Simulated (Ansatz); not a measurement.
# One shape, several levels: triplet C5H12S

We compute a comparison of 6 runs (UHF/STO-3G, UHF/6-31G*, U-r2SCAN/6-31G*, UMP2/6-31G*, UCCSD/6-31G*, UCCSD(T)/6-31G*) of triplet C5H12S. 

Program for the calculation: Ansatz 0.2.0.

32 further runs of the same task are left out: 32 set aside as unsound or not needed. Runs told in other sessions of the task aren't counted.

**1. The molecule**

C5H12S has 18 atoms, charge 0, and is taken as a triplet. SMILES of the parent species: `CCCCCS`. The shape is that of a PBE0-D4/def2-TZVP optimisation. This is one conformer, not always the lowest. That shape belongs to the parent species and isn't relaxed for this state.

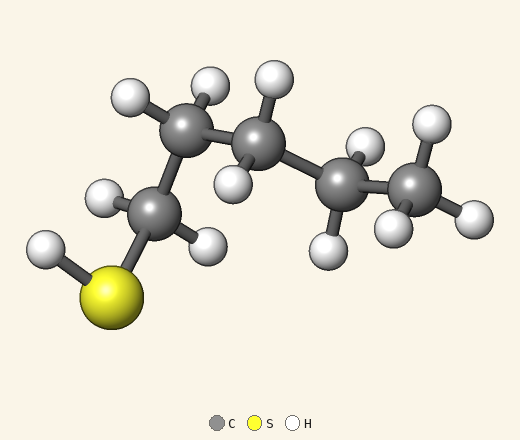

The structure, seen from a chosen angle (carbon grey, sulfur yellow, hydrogen white).

**2. The energy at UHF/STO-3G (run 1)**

Contents of input.yaml:

```yaml
crystal:
  periodic: [false, false, false]
  atoms:
    - {symbol: C, position_ang: [-0.997990, 2.375080, 0.021870]}
    - {symbol: C, position_ang: [-0.913230, 0.862710, 0.132680]}
    - {symbol: C, position_ang: [0.488290, 0.382170, 0.473370]}
    - {symbol: C, position_ang: [0.599160, -1.117710, 0.702290]}
    - {symbol: C, position_ang: [0.203520, -1.990090, -0.478500]}
    - {symbol: S, position_ang: [1.132020, -1.686180, -2.006490]}
    - {symbol: H, position_ang: [-0.715470, 2.855490, 0.962910]}
    - {symbol: H, position_ang: [-0.323320, 2.748310, -0.753500]}
    - {symbol: H, position_ang: [-2.008450, 2.704790, -0.230060]}
    - {symbol: H, position_ang: [-1.616230, 0.507630, 0.896320]}
    - {symbol: H, position_ang: [-1.237600, 0.416810, -0.813540]}
    - {symbol: H, position_ang: [1.173390, 0.676780, -0.328450]}
    - {symbol: H, position_ang: [0.831710, 0.896180, 1.378220]}
    - {symbol: H, position_ang: [1.625970, -1.364550, 0.993610]}
    - {symbol: H, position_ang: [-0.035790, -1.404720, 1.550500]}
    - {symbol: H, position_ang: [0.287220, -3.046900, -0.219750]}
    - {symbol: H, position_ang: [-0.837330, -1.817510, -0.762110]}
    - {symbol: H, position_ang: [2.344150, -1.998270, -1.519380]}
basis:
  gaussian:
    orbitals: STO-3G
total_charge: 0
magnetization:
  spin_polarized: true
  initial_magnetization: 2
hamiltonian:
  xc: hf
accuracy: high
output: {orbitals: {seedname: orbitals}}
```

Started as:

```sh
ansatz run input.yaml --threads 1 --pin off --max-ram 3480MiB --events-out events.jsonl --progress --plain --runs-dir runs
```

Output:

```text
Warning: RAYON_NUM_THREADS=1 ignored (pool sized by the plan → 1); use --threads N
Functional definition: HF
  name "HF"
  exchange = exact_x
  correlation = 0
1031 factors; integrals over basis functions are off by at most 1.2e-8 eV
mean field evaluation 1: about -15969.0752 eV, gradient 1.2e1 eV
mean field evaluation 2: about -15969.5371 eV, gradient 1.2e1 eV
mean field evaluation 4: about -15971.1674 eV, gradient 1.3e0 eV
mean field evaluation 8: about -15971.3245 eV, gradient 2.3e-1 eV
mean field evaluation 16: about -15971.3272 eV, gradient 2.3e-8 eV
mean field -15971.32715370 eV, -586.9354471440 hartree, gradient 2.3e-8 eV, S^2 2.015897; 0 other end points of the search recorded, 0 dependent functions left out
reference -15971.32715370 eV, -586.9354471440 hartree; 30, 28 occupied and 16, 18 virtual orbitals, 1031 factors
Total energy: -15971.32715370 eV, -586.9354471440 hartree
```

Wall time 1.6 s (1 thread of Arm Neoverse V1, shared host); peak memory 0.14 GiB.

**3. A single-point energy at UHF/6-31G(d) (spherical functions) (run 2)**

Contents of in.yaml:

```yaml
crystal:
  periodic: [false, false, false]
  atoms:
    - symbol: C
      position_ang: [-0.997990, 2.375080, 0.021870]
    - symbol: C
      position_ang: [-0.913230, 0.862710, 0.132680]
    - symbol: C
      position_ang: [0.488290, 0.382170, 0.473370]
    - symbol: C
      position_ang: [0.599160, -1.117710, 0.702290]
    - symbol: C
      position_ang: [0.203520, -1.990090, -0.478500]
    - symbol: S
      position_ang: [1.132020, -1.686180, -2.006490]
    - symbol: H
      position_ang: [-0.715470, 2.855490, 0.962910]
    - symbol: H
      position_ang: [-0.323320, 2.748310, -0.753500]
    - symbol: H
      position_ang: [-2.008450, 2.704790, -0.230060]
    - symbol: H
      position_ang: [-1.616230, 0.507630, 0.896320]
    - symbol: H
      position_ang: [-1.237600, 0.416810, -0.813540]
    - symbol: H
      position_ang: [1.173390, 0.676780, -0.328450]
    - symbol: H
      position_ang: [0.831710, 0.896180, 1.378220]
    - symbol: H
      position_ang: [1.625970, -1.364550, 0.993610]
    - symbol: H
      position_ang: [-0.035790, -1.404720, 1.550500]
    - symbol: H
      position_ang: [0.287220, -3.046900, -0.219750]
    - symbol: H
      position_ang: [-0.837330, -1.817510, -0.762110]
    - symbol: H
      position_ang: [2.344150, -1.998270, -1.519380]
basis:
  gaussian:
    orbitals: 6-31G_st_-spherical.json
magnetization:
  spin_polarized: true
  initial_magnetization: 2
hamiltonian:
  xc: hf
accuracy: high
output:
  orbitals: {seedname: orbitals}
```

The basis set 6-31G* is read from a file made from the Basis Set Exchange's data (not shown).

Started as:

```sh
ansatz run in.yaml --threads 1 --pin off --max-ram 3480MiB --events-out events.jsonl --progress --plain --runs-dir runs
```

Output:

```text
Warning: RAYON_NUM_THREADS=1 ignored (pool sized by the plan → 1); use --threads N
[... 4 set-up lines as earlier in the session ...]
2893 factors; integrals over basis functions are off by at most 9.1e-9 eV
mean field evaluation 1: about -16149.6391 eV, gradient 2.3e1 eV
mean field evaluation 2: about -16149.6442 eV, gradient 2.3e1 eV
mean field evaluation 4: about -16153.5050 eV, gradient 3.3e0 eV
mean field evaluation 8: about -16153.6887 eV, gradient 3.8e-1 eV
mean field evaluation 16: about -16153.7283 eV, gradient 4.6e-5 eV
mean field evaluation 32: about -16152.6568 eV, gradient 1.7e0 eV
mean field evaluation 64: about -16151.8299 eV, gradient 9.1e0 eV
mean field evaluation 96: about -16151.1754 eV, gradient 8.3e0 eV
mean field evaluation 128: about -16153.7283 eV, gradient 2.4e-6 eV
mean field -16153.72825772 eV, -593.6385640810 hartree, gradient 2.9e-8 eV, S^2 2.017893; 1 other end points of the search recorded, 0 dependent functions left out
reference -16153.72825772 eV, -593.6385640810 hartree; 30, 28 occupied and 82, 84 virtual orbitals, 2893 factors
Total energy: -16153.72825772 eV, -593.6385640810 hartree
```

Wall time 29 s (1 thread of Arm Neoverse V1, shared host); peak memory 0.57 GiB.

Runs 3 to 5 aren't shown in full; the table further down has their settings and results.

**4. The energy at UCCSD(T)/6-31G(d) (spherical functions) (run 6)**

Contents of in.yaml:

```yaml
crystal:
  periodic: [false, false, false]
  atoms:
    - {symbol: C, position_ang: [-0.997990, 2.375080, 0.021870]}
    - {symbol: C, position_ang: [-0.913230, 0.862710, 0.132680]}
    - {symbol: C, position_ang: [0.488290, 0.382170, 0.473370]}
    - {symbol: C, position_ang: [0.599160, -1.117710, 0.702290]}
    - {symbol: C, position_ang: [0.203520, -1.990090, -0.478500]}
    - {symbol: S, position_ang: [1.132020, -1.686180, -2.006490]}
    - {symbol: H, position_ang: [-0.715470, 2.855490, 0.962910]}
    - {symbol: H, position_ang: [-0.323320, 2.748310, -0.753500]}
    - {symbol: H, position_ang: [-2.008450, 2.704790, -0.230060]}
    - {symbol: H, position_ang: [-1.616230, 0.507630, 0.896320]}
    - {symbol: H, position_ang: [-1.237600, 0.416810, -0.813540]}
    - {symbol: H, position_ang: [1.173390, 0.676780, -0.328450]}
    - {symbol: H, position_ang: [0.831710, 0.896180, 1.378220]}
    - {symbol: H, position_ang: [1.625970, -1.364550, 0.993610]}
    - {symbol: H, position_ang: [-0.035790, -1.404720, 1.550500]}
    - {symbol: H, position_ang: [0.287220, -3.046900, -0.219750]}
    - {symbol: H, position_ang: [-0.837330, -1.817510, -0.762110]}
    - {symbol: H, position_ang: [2.344150, -1.998270, -1.519380]}
basis:
  gaussian:
    orbitals: 6-31G_st_-spherical.json
magnetization:
  spin_polarized: true
  initial_magnetization: 2
correlation:
  method: ccsd_t
  frozen_orbitals: {C: 1, H: 0, S: 5}
accuracy: high
scf:
  omitted_lower_state_checks: [cluster_reference, increment]
```

The basis set 6-31G* is read from a file made from the Basis Set Exchange's data (not shown).

Started as:

```sh
ansatz run in.yaml --threads 1 --pin off --max-ram 3480MiB --events-out events.jsonl --progress --plain --runs-dir runs
```

Output:

```text
Warning: RAYON_NUM_THREADS=1 ignored (pool sized by the plan → 1); use --threads N
[... 4 set-up lines as earlier in the session ...]
these checks for a lower state are left out or cut short: cluster_reference, increment
2893 factors; integrals over basis functions are off by at most 9.1e-9 eV
mean field evaluation 1: about -16149.6391 eV, gradient 2.3e1 eV
mean field evaluation 2: about -16149.6442 eV, gradient 2.3e1 eV
mean field evaluation 4: about -16153.5050 eV, gradient 3.3e0 eV
mean field evaluation 8: about -16153.6887 eV, gradient 3.8e-1 eV
mean field evaluation 16: about -16153.7283 eV, gradient 4.6e-5 eV
mean field evaluation 32: about -16153.3885 eV, gradient 2.4e0 eV
mean field evaluation 64: about -16153.7283 eV, gradient 1.5e-5 eV
mean field -16153.72825772 eV, -593.6385640810 hartree, gradient 2.9e-8 eV, S^2 2.017893; 5 other end points of the search recorded, 0 dependent functions left out
10 core orbitals not correlated: weight in the atoms' cores, before any rotation towards them, 1.000 or more for the frozen orbitals, at most 0.000 for the correlated occupied ones
reference -16153.72825772 eV, -593.6385640810 hartree; 20, 18 occupied and 82, 84 virtual orbitals, 2893 factors
second order -20.61324471 eV of doubles, -0.00000000 eV of singles
cycle   1  -22.05393951 eV  change    -1.4e0 eV  update   1.0e-1
cycle   2  -22.74507784 eV  change   -6.9e-1 eV  update   3.4e-2
cycle   3  -22.85339313 eV  change   -1.1e-1 eV  update   1.7e-2
cycle   4  -22.85628932 eV  change   -2.9e-3 eV  update   9.6e-3
cycle   5  -22.85712967 eV  change   -8.4e-4 eV  update   7.1e-3
cycle   6  -22.85808953 eV  change   -9.6e-4 eV  update   5.0e-3
cycle   7  -22.85981497 eV  change   -1.7e-3 eV  update   3.1e-3
cycle   8  -22.86116655 eV  change   -1.4e-3 eV  update   1.7e-3
cycle   9  -22.86148556 eV  change   -3.2e-4 eV  update   8.0e-4
cycle  10  -22.86152227 eV  change   -3.7e-5 eV  update   3.3e-4
cycle  11  -22.86169367 eV  change   -1.7e-4 eV  update   1.5e-4
cycle  12  -22.86161134 eV  change    8.2e-5 eV  update   6.5e-5
cycle  13  -22.86159818 eV  change    1.3e-5 eV  update   2.4e-5
cycle  14  -22.86158138 eV  change    1.7e-5 eV  update   1.1e-5
cycle  15  -22.86157186 eV  change    9.5e-6 eV  update   5.1e-6
cycle  16  -22.86157198 eV  change   -1.2e-7 eV  update   2.3e-6
cycle  17  -22.86157346 eV  change   -1.5e-6 eV  update   1.1e-6
cycle  18  -22.86157373 eV  change   -2.8e-7 eV  update   6.2e-7
cycle  19  -22.86157366 eV  change    7.7e-8 eV  update   4.0e-7
cycle  20  -22.86157334 eV  change    3.1e-7 eV  update   3.0e-7
cycle  21  -22.86157323 eV  change    1.1e-7 eV  update   1.9e-7
cycle  22  -22.86157328 eV  change   -5.1e-8 eV  update   1.1e-7
cycle  23  -22.86157336 eV  change   -8.1e-8 eV  update   6.4e-8
cycle  24  -22.86157340 eV  change   -4.1e-8 eV  update   4.0e-8
cycle  25  -22.86157332 eV  change    8.8e-8 eV  update   1.1e-7
cycle  26  -22.86157332 eV  change   -1.5e-9 eV  update   2.6e-8
cycle  27  -22.86157331 eV  change    2.3e-9 eV  update   9.9e-9
cycle  28  -22.86157331 eV  change    2.5e-9 eV  update   5.6e-9
cycle  29  -22.86157331 eV  change    3.6e-9 eV  update   3.4e-9
cycle  30  -22.86157331 eV  change    1.7e-9 eV  update   2.2e-9
perturbative correction -0.66901856 eV, -0.0245859786 hartree
Total energy: -16177.25884959 eV, -594.5032973825 hartree
Checks for a lower state left out: cluster_reference, increment
```

Wall time 10 min (1 thread of Arm Neoverse V1, shared host); peak memory 2.5 GiB.

**5. Overview of the runs**

```tsv
run	level	frozen core orbitals	energy (Eh)	⟨S²⟩	wall time
1	UHF/STO-3G	–	-586.935447	2.016	1.6 s
2	UHF/6-31G* (spherical functions)	–	-593.638564	2.018	29 s
3	U-r2SCAN/6-31G* (spherical functions)	–	-595.566458	2.005	67 s
4	UMP2/6-31G* (spherical functions)	10	-594.396087	2.018	29 s
5	UCCSD/6-31G* (spherical functions)	10	-594.478711	2.018	7 min
6	UCCSD(T)/6-31G* (spherical functions)	10	-594.503297	2.018	10 min
```

**6. Outcome**

```
                                           quantity          value
                                run 6: total energy  -594.50330 Eh
run 6: correlation energy (10 core orbitals frozen)     -864.7 mEh
                              run 6: (T) correction     -24.59 mEh
           run 6: ⟨S²⟩ of the reference determinant          2.018
                               run 6: T1 diagnostic          0.017
```

What this shows: Below the UHF energy at the same shape and in the same basis (6-31G*): UMP2 -757.5 mEh; UCCSD -840.1 mEh; UCCSD(T) -864.7 mEh. In run 1 the basis is minimal, so the values are rough. All runs together took 19 min, the longest 10 min.
